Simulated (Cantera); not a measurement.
Input: 1 mol Si, 0.25 mol CO₂, a varied amount of N₂, held at 1577 °C and 0.398 Torr.

These are equilibrium values from Cantera (NASA tables, ideal gas, pure condensed phases), not measurements of a reactor. Candidate condensed phases: C, Si, SiC, SiO₂, Si₂N₂O, Si₃N₄; 34 gas species. The tables' values for SiN are old estimates; treat these amounts as uncertain. Equilibrium is a limit: real reactors are often held back by kinetics, nucleation or transport.

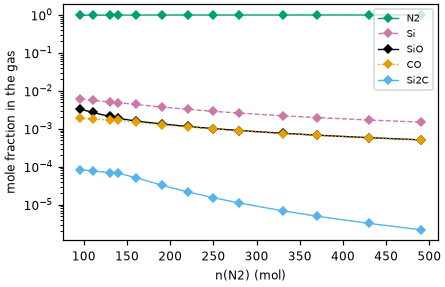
Figure. Equilibrium gas composition (values under 1e-9 drawn at 1e-9)

From 96 mol N₂ to 140 mol N₂ the condensed part is SiC(s). From 160 mol N₂ to 490 mol N₂ nothing is condensed. The main Si-bearing gas is Si throughout.
